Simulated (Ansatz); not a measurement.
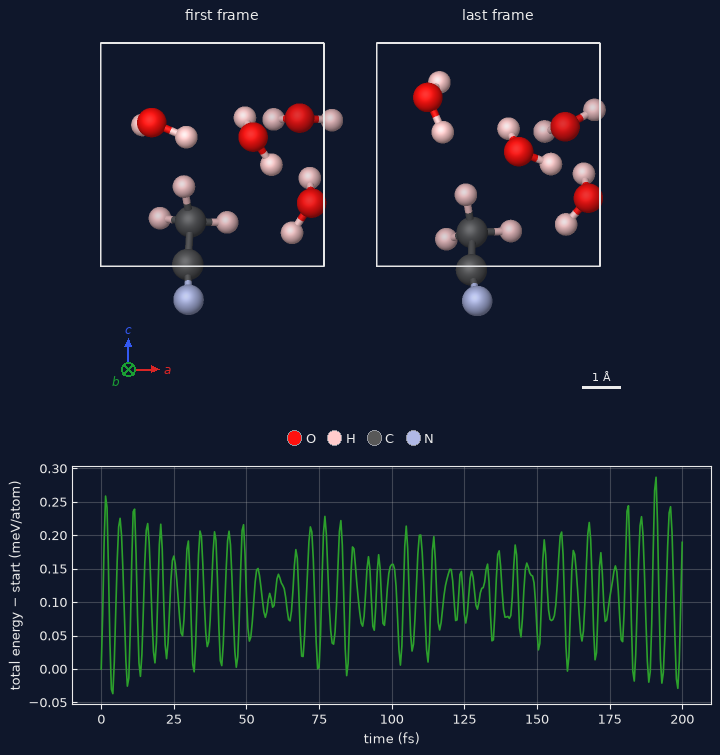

First-principles dynamics of a periodic cell with 4 H2O + 1 CH3CN at 0.907 g/cm³, 200 fs long. It starts from the last geometry of an earlier run, with fresh velocities. A ball-and-stick model of the simulation cell, seen along the b axis.

Computed with Ansatz 0.2.0, DFT PBE, scalar-relativistic, plane waves, PAW. Settings: plane-wave cutoff 420 eV; k-point mesh 1 × 1 × 1; Fermi-Dirac smearing 0.05 eV; constant energy (NVE); velocities drawn for 250 K; time step 0.5 fs.

**How well is the energy conserved, and can the run be trusted?**

The total energy stays between −0.037 and 0.29 meV per atom of its start. A straight-line fit has a slope that amounts to +0.0048 meV per atom over 200 fs (under 0.1 % of the mean kinetic energy), and the ripple about it is 1.7 % of the kinetic energy's fluctuation. With a drift under 2 % and a ripple under 7 %, the integration is accurate. Over the second half the temperature averages 228 K (spread ±24 K). The potential energy in the second half lies on average 2.8 meV per atom above the first frame.

Limits of the set-up: the periodic images lie only 5.9 Å apart, so the values are limited by the cell's size.

Cost: 4.3 min on 1 thread of Arm Neoverse V2, with other jobs on the host, peak memory 0.31 GiB.
